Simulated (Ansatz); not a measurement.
Run report: Al₁₈HCl, geometry relaxation (part 1 of 2)

System: Al₁₈HCl (slab, 20 atoms in the cell).
Method: DFT PBE-D3(BJ), scalar-relativistic, plane waves, PAW, no spin polarisation (Ansatz 0.2.0).

The input holds or restrains some coordinates. Forces given for the steps count only the free coordinates. It belongs to a series of runs on one base structure; here: end point A relaxed.

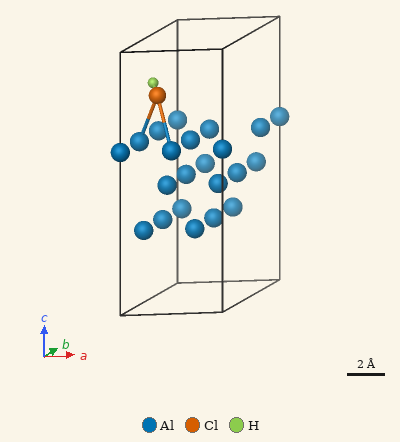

**Figure 1.** The input geometry (ball-and-stick view of the cell of the calculation, with the vacuum cut short, seen slightly off an axis). An atom can appear more than once, as a periodic image.

## Key numbers

| quantity | value |
| --- | --- |
| outcome | converged under the restraints of the input |
| electrons treated | 62 |
| free energy | −10771.6878 eV |
| Fermi energy | 1.306 eV |
| final volume | 668.05 Å³ |
| largest force (length of the vector) at the end, held atoms and coordinates included | 0.021 eV/Å |
| hardware | 1 thread of Arm Neoverse V2, 24 GiB of memory available, shared host |
| wall time | 2.8 min |
| peak memory | 0.67 GiB |

## The input
```yaml
crystal:
  lattice:
    - [5.727565, 0.0, 0.0]
    - [4.295674, 7.440325, 0.0]
    - [0.0, 0.0, 15.676537]
  atoms:
    - { symbol: Al, position: [0.1666667, 0.1111111, 0.0637896] }
    - { symbol: Al, position: [0.6666667, 0.1111111, 0.0637896] }
    - { symbol: Al, position: [0.1666667, 0.4444444, 0.0637896] }
    - { symbol: Al, position: [0.6666667, 0.4444444, 0.0637896] }
    - { symbol: Al, position: [0.1666667, 0.7777778, 0.0637896] }
    - { symbol: Al, position: [0.6666667, 0.7777778, 0.0637896] }
    - { symbol: Al, position: [-0.1666667, 0.2222222, 0.2129468] }
    - { symbol: Al, position: [0.3333333, 0.2222222, 0.2129468] }
    - { symbol: Al, position: [-0.1666667, 0.5555556, 0.2129468] }
    - { symbol: Al, position: [0.3333333, 0.5555556, 0.2129468] }
    - { symbol: Al, position: [-0.1666667, 0.8888889, 0.2129468] }
    - { symbol: Al, position: [0.3333333, 0.8888889, 0.2129468] }
    - { symbol: Al, position: [0.0, 0.0, 0.362104] }
    - { symbol: Al, position: [0.5, 0.0, 0.362104] }
    - { symbol: Al, position: [0.0, 0.3333333, 0.362104] }
    - { symbol: Al, position: [0.5, 0.3333333, 0.362104] }
    - { symbol: Al, position: [0.0, 0.6666667, 0.362104] }
    - { symbol: Al, position: [0.5, 0.6666667, 0.362104] }
    - { symbol: Cl, position: [0.2642493, 0.1762283, 0.5451802] }
    - { symbol: H, position: [0.1321778, 0.3372774, 0.5738855] }
basis:
  ecutwfc: 420.0
kpoints:
  mp_grid: { grid: [3, 2, 1] }
hamiltonian:
  xc: pbe
  dispersion: d3bj
scf:
  occupations: { method: gaussian, width: 0.15 }
  lower_state_search: "off"
relax:
  f_tol: 0.03
  max_steps: 60
  adjacent_minimum: "off"
  constraints: [{ sites: [0, 1, 2, 3, 4, 5] }]
```

Launch command:
```bash
ansatz run input.yaml --threads 1 --pin off --max-ram 3072MiB --backend cpu --events-out ev --progress --plain --runs-dir out
```

## Log
```
Engine: ansatz 0.2.0, aarch64-unknown-linux-gnu
Pseudopotentials: kind: paw
Pseudopotential: Al, paw, valence charge 3, recommended cutoff 420 eV (normal), Al.paw.azcp
Pseudopotential: Cl, paw, valence charge 7, recommended cutoff 420 eV (normal), Cl.paw.azcp
Pseudopotential: H, paw, valence charge 1, recommended cutoff 420 eV (normal), H.paw.azcp
Functional definition: PBE
  parameter kappa = 0.804
  parameter beta = 0.06672455060314922
  exchange = pbe_x(kappa = kappa, mu = beta*pi^2/3)
  correlation = pbe_c(beta = beta)
Crystal: 20 atoms, lattice volume = 668.055 Å³
Basis set: ecut = 420 eV, 13083 PW (Γ), exchange–correlation on 80×120×216 points (8 copies of the dense FFT grid, shifted against one another)
Bands: 51, of which v1, the nominal top of the filled ones, is band 31 counted from 1 (30 counted from 0)
Symmetry: 1 space group operations
Space group: P1 (ITA 1), of the structure as read, at distance tolerance 8.7e-5 Å
k-points: 4 of 6 (time reversal used)
Non-local potential: Al, projectors of the file, l = 0: 2, l = 1: 2, l = 2: 1
Non-local potential: Cl, projectors of the file, l = 0: 2, l = 1: 2, l = 2: 2
Non-local potential: H, projectors of the file, l = 0: 2, l = 1: 1
PAW form: soft (Blöchl's): semilocal exchange-correlation on the pseudo side does not see the compensation charge
PAW one-centre angular grid: Al, 110 points (default); XC on 64 Gauss nodes
PAW one-centre angular grid: Cl, 110 points (default); XC on 64 Gauss nodes
PAW one-centre angular grid: H, 110 points (default); XC on 64 Gauss nodes
Initial density: superposition of atomic densities (neutral atoms: chi_scale 0, normalization atom), corrected by the library's trained network
Initial wavefunctions: pseudopotential atomic-orbital guess
Functional: x = pbe(κ = 0.804, μ = 0.2195149727645171), c = pbe(β = 0.06672455060314922)
SCF iter   1: F=—  HF=-10771.484984 eV  |F-HF|=—  |Δ(HF+E_count)|=         —  Δρ=2.32e-3  dr2=1.45e-1  ethr=1.77e-3  ⟨swp⟩=15.2  Hψ=1382  notcnv=0
preconditioner: auto → LDOS  [metal: Δε(μ)=0.125 eV  Ē_g=6.355 eV  σ=0.150 eV  W_gap=0.43  n_scr=70 (ndim 8)  ℏωp=11.1 eV  f_vac=0.344  D(μ)=15.31/eV (n_scr^D=94)  β→1.0]
SCF iter   2: F=—  HF=-10771.444650 eV  |F-HF|=—  |Δ(HF+E_count)|=   4.03e-2  Δρ=1.07e-3  dr2=2.33e-2  ethr=2.34e-4  ⟨swp⟩=2.0  Hψ=353  notcnv=0  defer=12
SCF iter   3: F=—  HF=-10771.444743 eV  |F-HF|=—  |Δ(HF+E_count)|=   9.25e-5  Δρ=4.32e-4  dr2=3.00e-3  ethr=3.75e-5  ⟨swp⟩=2.0  Hψ=281  notcnv=0  defer=12
SCF iter   4: F=—  HF=-10771.444432 eV  |F-HF|=—  |Δ(HF+E_count)|=   3.11e-4  Δρ=1.89e-4  dr2=7.16e-4  ethr=4.85e-6  ⟨swp⟩=2.2  Hψ=277  notcnv=0  defer=12
SCF iter   5: F=—  HF=-10771.444319 eV  |F-HF|=—  |Δ(HF+E_count)|=   1.13e-4  Δρ=8.21e-5  dr2=1.48e-4  ethr=1.15e-6  ⟨swp⟩=2.0  Hψ=286  notcnv=0  defer=11
SCF iter   6: F=-10771.444285 eV  HF=-10771.444301 eV  |F-HF|=1.69e-5  |Δ(HF+E_count)|=   1.74e-5  Δρ=1.77e-5  dr2=1.94e-5  ethr=3.63e-8  ⟨swp⟩=3.0  Hψ=783  notcnv=0
SCF 1 converged in 6 iterations: F = -10771.444285 eV  dr2 = 1.94e-5
  greatest PAW one-centre occupation: 0.910 electrons in one spin orbital (limit 2), on the Cl atom at site 18 (counted from 0), in its partial waves of l = 0
relax step   1: F+E_penalty+E_count = -10771.44428459 eV  Δ(F+E_penalty+E_count) = +0.000e0 eV  max|allowed force component| = 3.495e-1 eV/Å  Δτ_max = 0.0000 Å  (6 SCF iters, dr2 threshold 2.25e-5 eV, accepted)
Initial density: handed on by an earlier stage of this run
Initial wavefunctions: those handed on with the density
iter 1 solved again at ethr=9.87e-5 eV; its pass at ethr=3.10e-3 eV (dr2=6.12e-2 eV) is discarded
SCF iter   1: F=—  HF=-10771.539929 eV  |F-HF|=—  |Δ(HF+E_count)|=         —  Δρ=4.50e-3  dr2=6.10e-2  ethr=9.87e-5  ⟨swp⟩=2.0  Hψ=761  notcnv=0  defer=35
preconditioner: auto → LDOS  [metal: Δε(μ)=0.113 eV  Ē_g=6.351 eV  σ=0.150 eV  W_gap=0.40  n_scr=70 (ndim 8)  ℏωp=11.1 eV  f_vac=0.343  D(μ)=17.80/eV (n_scr^D=108)  β→1.0]
SCF iter   2: F=—  HF=-10771.530729 eV  |F-HF|=—  |Δ(HF+E_count)|=   9.20e-3  Δρ=1.21e-3  dr2=1.25e-2  ethr=9.84e-5  ⟨swp⟩=2.0  Hψ=232  notcnv=0  defer=35
SCF iter   3: F=—  HF=-10771.527759 eV  |F-HF|=—  |Δ(HF+E_count)|=   2.97e-3  Δρ=5.82e-4  dr2=3.88e-3  ethr=2.02e-5  ⟨swp⟩=3.0  Hψ=261  notcnv=0  defer=35
SCF iter   4: F=—  HF=-10771.526866 eV  |F-HF|=—  |Δ(HF+E_count)|=   8.93e-4  Δρ=1.27e-4  dr2=3.73e-4  ethr=6.26e-6  ⟨swp⟩=2.0  Hψ=270  notcnv=0  defer=35
SCF iter   5: F=—  HF=-10771.526835 eV  |F-HF|=—  |Δ(HF+E_count)|=   3.10e-5  Δρ=4.65e-5  dr2=8.31e-5  ethr=6.02e-7  ⟨swp⟩=2.0  Hψ=257  notcnv=0  defer=35
SCF iter   6: F=—  HF=-10771.526828 eV  |F-HF|=—  |Δ(HF+E_count)|=   6.29e-6  Δρ=2.13e-5  dr2=2.33e-5  ethr=1.34e-7  ⟨swp⟩=2.2  Hψ=261  notcnv=0  defer=35
SCF iter   7: F=-10771.526823 eV  HF=-10771.526826 eV  |F-HF|=2.82e-6  |Δ(HF+E_count)|=   2.13e-6  Δρ=7.78e-6  dr2=3.28e-6  ethr=1.23e-8  ⟨swp⟩=4.0  Hψ=611  notcnv=0
SCF 2 converged in 7 iterations: F = -10771.526823 eV  dr2 = 3.28e-6
  greatest PAW one-centre occupation: 0.909 electrons in one spin orbital (limit 2), on the Cl atom at site 18 (counted from 0), in its partial waves of l = 0
relax step   2: F+E_penalty+E_count = -10771.52682332 eV  Δ(F+E_penalty+E_count) = -8.254e-2 eV  max|allowed force component| = 2.951e-1 eV/Å  Δτ_max = 0.1972 Å  (7 SCF iters, dr2 threshold 7.63e-6 eV, accepted)
SCF iter   1: F=—  HF=-10771.573974 eV  |F-HF|=—  |Δ(HF+E_count)|=         —  Δρ=4.15e-3  dr2=4.78e-2  ethr=8.89e-4  ⟨swp⟩=4.0  Hψ=510  notcnv=0  defer=29
preconditioner: auto → LDOS  [metal: Δε(μ)=0.114 eV  Ē_g=6.342 eV  σ=0.150 eV  W_gap=0.40  n_scr=70 (ndim 8)  ℏωp=11.1 eV  f_vac=0.340  D(μ)=17.75/eV (n_scr^D=106)  β→1.0]
SCF iter   2: F=—  HF=-10771.564557 eV  |F-HF|=—  |Δ(HF+E_count)|=   9.42e-3  Δρ=7.63e-4  dr2=3.74e-3  ethr=7.71e-5  ⟨swp⟩=2.0  Hψ=312  notcnv=0  defer=29
SCF iter   3: F=—  HF=-10771.563806 eV  |F-HF|=—  |Δ(HF+E_count)|=   7.51e-4  Δρ=3.32e-4  dr2=1.11e-3  ethr=6.04e-6  ⟨swp⟩=3.0  Hψ=265  notcnv=0  defer=29
SCF iter   4: F=—  HF=-10771.563449 eV  |F-HF|=—  |Δ(HF+E_count)|=   3.57e-4  Δρ=4.25e-5  dr2=2.60e-5  ethr=1.80e-6  ⟨swp⟩=2.2  Hψ=233  notcnv=0  defer=29
SCF iter   5: F=—  HF=-10771.563448 eV  |F-HF|=—  |Δ(HF+E_count)|=   1.04e-6  Δρ=1.68e-5  dr2=7.17e-6  ethr=8.78e-9  ⟨swp⟩=5.0  Hψ=737  notcnv=0
SCF iter   6: F=-10771.563446 eV  HF=-10771.563448 eV  |F-HF|=1.90e-6  |Δ(HF+E_count)|=   4.07e-8  Δρ=8.00e-6  dr2=2.28e-6  ethr=8.78e-9  ⟨swp⟩=4.0  Hψ=597  notcnv=0
SCF 3 converged in 6 iterations: F = -10771.563446 eV  dr2 = 2.28e-6
  greatest PAW one-centre occupation: 0.908 electrons in one spin orbital (limit 2), on the Cl atom at site 18 (counted from 0), in its partial waves of l = 0
[...]
relax step   3: F+E_penalty+E_count = -10771.56344645 eV  Δ(F+E_penalty+E_count) = -3.662e-2 eV  max|allowed force component| = 2.662e-1 eV/Å  Δτ_max = 0.2000 Å  (6 SCF iters, dr2 threshold 5.44e-6 eV, accepted)
preconditioner: auto → LDOS  [metal: Δε(μ)=0.106 eV  Ē_g=6.330 eV  σ=0.150 eV  W_gap=0.37  n_scr=70 (ndim 8)  ℏωp=11.1 eV  f_vac=0.336  D(μ)=17.64/eV (n_scr^D=106)  β→1.0]
relax step   4: F+E_penalty+E_count = -10771.58704763 eV  Δ(F+E_penalty+E_count) = -2.360e-2 eV  max|allowed force component| = 1.501e-1 eV/Å  Δτ_max = 0.2000 Å  (6 SCF iters, dr2 threshold 5.05e-5 eV, accepted)
preconditioner: auto → LDOS  [metal: Δε(μ)=0.090 eV  Ē_g=6.320 eV  σ=0.150 eV  W_gap=0.31  n_scr=70 (ndim 8)  ℏωp=11.1 eV  f_vac=0.334  D(μ)=17.58/eV (n_scr^D=106)  β→1.0]
relax step   5: F+E_penalty+E_count = -10771.60019829 eV  Δ(F+E_penalty+E_count) = -1.315e-2 eV  max|allowed force component| = 5.250e-2 eV/Å  Δτ_max = 0.2000 Å  (7 SCF iters, dr2 threshold 7.16e-6 eV, accepted)
preconditioner: auto → LDOS  [metal: Δε(μ)=0.091 eV  Ē_g=6.316 eV  σ=0.150 eV  W_gap=0.32  n_scr=70 (ndim 8)  ℏωp=11.1 eV  f_vac=0.333  D(μ)=17.66/eV (n_scr^D=106)  β→1.0]
relax step   6: F+E_penalty+E_count = -10771.60213824 eV  Δ(F+E_penalty+E_count) = -1.940e-3 eV  max|allowed force component| = 7.572e-2 eV/Å  Δτ_max = 0.0356 Å  (8 SCF iters, accepted)
preconditioner: auto → LDOS  [metal: Δε(μ)=0.001 eV  Ē_g=6.291 eV  σ=0.150 eV  W_gap=0.00  n_scr=70 (ndim 8)  ℏωp=11.1 eV  f_vac=0.333  D(μ)=17.45/eV (n_scr^D=102)  β→1.0]
  greatest PAW one-centre occupation: 0.907 electrons in one spin orbital (limit 2), on the Cl atom at site 18 (counted from 0), in its partial waves of l = 0
relax step   7: F+E_penalty+E_count = -10771.60105735 eV  Δ(F+E_penalty+E_count) = +1.081e-3 eV  max|allowed force component| = 7.990e-1 eV/Å  Δτ_max = 0.1998 Å  (9 SCF iters, rejected (line search))
preconditioner: auto → LDOS  [metal: Δε(μ)=0.088 eV  Ē_g=6.312 eV  σ=0.150 eV  W_gap=0.30  n_scr=70 (ndim 8)  ℏωp=11.1 eV  f_vac=0.333  D(μ)=17.64/eV (n_scr^D=106)  β→1.0]
relax step   8: F+E_penalty+E_count = -10771.60840525 eV  Δ(F+E_penalty+E_count) = -6.267e-3 eV  max|allowed force component| = 6.850e-2 eV/Å  Δτ_max = 0.0999 Å  (9 SCF iters, accepted)
preconditioner: auto → LDOS  [metal: Δε(μ)=0.078 eV  Ē_g=6.307 eV  σ=0.150 eV  W_gap=0.27  n_scr=70 (ndim 8)  ℏωp=11.1 eV  f_vac=0.333  D(μ)=17.52/eV (n_scr^D=106)  β→1.0]
relax step   9: F+E_penalty+E_count = -10771.61468111 eV  Δ(F+E_penalty+E_count) = -6.276e-3 eV  max|allowed force component| = 1.949e-1 eV/Å  Δτ_max = 0.0975 Å  (7 SCF iters, dr2 threshold 3.84e-6 eV, accepted)
preconditioner: auto → LDOS  [metal: Δε(μ)=0.002 eV  Ē_g=6.300 eV  σ=0.150 eV  W_gap=0.01  n_scr=70 (ndim 8)  ℏωp=11.1 eV  f_vac=0.334  D(μ)=17.46/eV (n_scr^D=106)  β→1.0]
relax step  10: F+E_penalty+E_count = -10771.62382494 eV  Δ(F+E_penalty+E_count) = -9.144e-3 eV  max|allowed force component| = 3.295e-1 eV/Å  Δτ_max = 0.1476 Å  (5 SCF iters, dr2 threshold 3.11e-5 eV, accepted)
preconditioner: auto → LDOS  [metal: Δε(μ)=0.001 eV  Ē_g=6.302 eV  σ=0.150 eV  W_gap=0.00  n_scr=70 (ndim 8)  ℏωp=11.1 eV  f_vac=0.335  D(μ)=17.50/eV (n_scr^D=106)  β→1.0]
relax step  11: F+E_penalty+E_count = -10771.64001799 eV  Δ(F+E_penalty+E_count) = -1.619e-2 eV  max|allowed force component| = 1.635e-1 eV/Å  Δτ_max = 0.2000 Å  (5 SCF iters, dr2 threshold 1.00e-4 eV, accepted)
preconditioner: auto → LDOS  [metal: Δε(μ)=0.170 eV  Ē_g=6.294 eV  σ=0.150 eV  W_gap=0.45  n_scr=70 (ndim 8)  ℏωp=11.1 eV  f_vac=0.337  D(μ)=17.40/eV (n_scr^D=102)  β→1.0]
relax step  12: F+E_penalty+E_count = -10771.65399296 eV  Δ(F+E_penalty+E_count) = -1.397e-2 eV  max|allowed force component| = 2.576e-1 eV/Å  Δτ_max = 0.1934 Å  (5 SCF iters, dr2 threshold 6.57e-6 eV, accepted)
preconditioner: auto → LDOS  [metal: Δε(μ)=0.010 eV  Ē_g=6.298 eV  σ=0.150 eV  W_gap=0.04  n_scr=70 (ndim 8)  ℏωp=11.1 eV  f_vac=0.338  D(μ)=17.46/eV (n_scr^D=106)  β→1.0]
relax step  13: F+E_penalty+E_count = -10771.67002353 eV  Δ(F+E_penalty+E_count) = -1.603e-2 eV  max|allowed force component| = 1.120e-1 eV/Å  Δτ_max = 0.2000 Å  (5 SCF iters, dr2 threshold 1.63e-5 eV, accepted)
preconditioner: auto → LDOS  [metal: Δε(μ)=0.005 eV  Ē_g=6.297 eV  σ=0.150 eV  W_gap=0.02  n_scr=70 (ndim 8)  ℏωp=11.1 eV  f_vac=0.339  D(μ)=17.44/eV (n_scr^D=102)  β→1.0]
relax step  14: F+E_penalty+E_count = -10771.68158764 eV  Δ(F+E_penalty+E_count) = -1.156e-2 eV  max|allowed force component| = 5.220e-2 eV/Å  Δτ_max = 0.2000 Å  (6 SCF iters, dr2 threshold 2.37e-6 eV, accepted)
preconditioner: auto → LDOS  [metal: Δε(μ)=0.012 eV  Ē_g=6.298 eV  σ=0.150 eV  W_gap=0.04  n_scr=70 (ndim 8)  ℏωp=11.1 eV  f_vac=0.339  D(μ)=17.48/eV (n_scr^D=106)  β→1.0]
relax step  15: F+E_penalty+E_count = -10771.68688612 eV  Δ(F+E_penalty+E_count) = -5.298e-3 eV  max|allowed force component| = 1.390e-2 eV/Å  Δτ_max = 0.1999 Å  (8 SCF iters, accepted)
preconditioner: auto → LDOS  [metal: Δε(μ)=0.021 eV  Ē_g=6.274 eV  σ=0.150 eV  W_gap=0.08  n_scr=70 (ndim 8)  ℏωp=11.1 eV  f_vac=0.338  D(μ)=17.50/eV (n_scr^D=106)  β→1.0]
relax step  16: F+E_penalty+E_count = -10771.63324531 eV  Δ(F+E_penalty+E_count) = +5.364e-2 eV  max|allowed force component| = 1.362e0 eV/Å  Δτ_max = 0.1958 Å  (8 SCF iters, rejected (line search))
preconditioner: auto → LDOS  [metal: Δε(μ)=0.009 eV  Ē_g=6.290 eV  σ=0.150 eV  W_gap=0.04  n_scr=70 (ndim 8)  ℏωp=11.1 eV  f_vac=0.338  D(μ)=17.39/eV (n_scr^D=102)  β→1.0]
relax step  17: F+E_penalty+E_count = -10771.68714790 eV  Δ(F+E_penalty+E_count) = -2.618e-4 eV  max|allowed force component| = 5.622e-2 eV/Å  Δτ_max = 0.0334 Å  (8 SCF iters, accepted)
preconditioner: auto → LDOS  [metal: Δε(μ)=0.016 eV  Ē_g=6.295 eV  σ=0.150 eV  W_gap=0.06  n_scr=70 (ndim 8)  ℏωp=11.1 eV  f_vac=0.338  D(μ)=17.37/eV (n_scr^D=102)  β→1.0]
relax step  18: F+E_penalty+E_count = -10771.68706195 eV  Δ(F+E_penalty+E_count) = +8.595e-5 eV  max|allowed force component| = 3.106e-2 eV/Å  Δτ_max = 0.0825 Å  (8 SCF iters, rejected (line search))
preconditioner: auto → LDOS  [metal: Δε(μ)=0.013 eV  Ē_g=6.295 eV  σ=0.150 eV  W_gap=0.05  n_scr=70 (ndim 8)  ℏωp=11.1 eV  f_vac=0.338  D(μ)=17.45/eV (n_scr^D=102)  β→1.0]
relax step  19: F+E_penalty+E_count = -10771.68752778 eV  Δ(F+E_penalty+E_count) = -3.799e-4 eV  max|allowed force component| = 2.069e-2 eV/Å  Δτ_max = 0.0402 Å  (8 SCF iters, accepted)
preconditioner: auto → LDOS  [metal: Δε(μ)=0.015 eV  Ē_g=6.295 eV  σ=0.150 eV  W_gap=0.06  n_scr=70 (ndim 8)  ℏωp=11.1 eV  f_vac=0.338  D(μ)=17.42/eV (n_scr^D=102)  β→1.0]
relax step  20: F+E_penalty+E_count = -10771.68773578 eV  Δ(F+E_penalty+E_count) = -2.080e-4 eV  max|allowed force component| = 1.417e-2 eV/Å  Δτ_max = 0.0488 Å  (7 SCF iters, accepted)
preconditioner: auto → LDOS  [metal: Δε(μ)=0.016 eV  Ē_g=6.295 eV  σ=0.150 eV  W_gap=0.06  n_scr=70 (ndim 8)  ℏωp=11.1 eV  f_vac=0.338  D(μ)=17.42/eV (n_scr^D=102)  β→1.0]
relax step  21: F+E_penalty+E_count = -10771.68781230 eV  Δ(F+E_penalty+E_count) = -7.652e-5 eV  max|allowed force component| = 6.274e-3 eV/Å  Δτ_max = 0.0367 Å  (6 SCF iters, accepted)
```
